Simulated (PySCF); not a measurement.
SMILES [CH2]SCC, doublet at its CAM-B3LYP/def2-SVP optimised geometry (Å):

```
11

C     -1.4220     0.9907     0.0000
S     -1.0723    -0.6860     0.0000
C      0.7467    -0.6860     0.0000
C      1.3687    -0.2539    -1.3182
H     -2.4676     1.2807    -0.1037
H     -0.6782     1.7200     0.3269
H      1.0854    -0.0510     0.8331
H      1.0259    -1.7200     0.2501
H      1.0710     0.7723    -1.5778
H      2.4676    -0.2855    -1.2543
H      1.0512    -0.9137    -2.1387
```

Calculation: unrestricted CAM-B3LYP/def2-TZVP in PySCF. Cells within 0.4 Å of a nucleus heavier than hydrogen are left out (blank, or x).

Map of the electrostatic potential (hartree/e), clipped to [-0.08, 0.12] on the plane z = 0.0 Å:

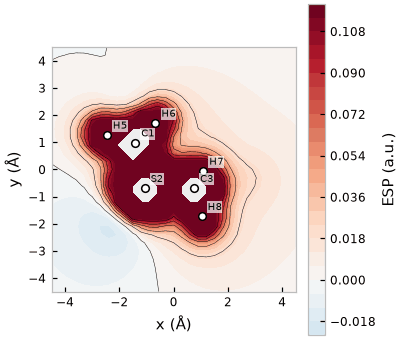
Electrostatic potential (hartree/e), clipped to [-0.08, 0.12] on the plane z = 0.0 Å.
